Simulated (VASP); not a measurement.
Band structure of Bi2Se3 (tetradymite). All values below come from PBEsol GGA, VASP's PBE PAW potentials (set 64) (plane waves; VASP).

Without a dispersion term in the relaxation, distances and binding between the weakly bound layers, chains or molecules are unreliable, and so is what depends on them. Unless said otherwise, spin-orbit coupling is left out, though it shifts the bands of the heavy elements here.

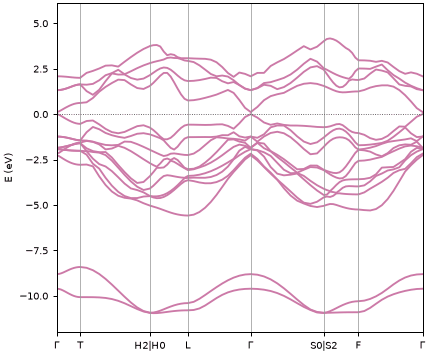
Bands along high-symmetry lines, zero at the valence-band maximum or, without a gap, the Fermi level

Q: Read the plot: is there a gap, and where are the band edges?

A: The gap is direct, 0.11 eV, from the valence maximum at Γ to the conduction minimum at Γ. (Edges off the drawn lines would not show.)

Measured: gap 0.30 eV (computed value off by -0.19 eV), as given by Sudong Park et al., Journal of the Korean Physical Society (2016), arXiv:1610.06451.

The compound is Bi2Se3 in the tetradymite structure. It was relaxed first.
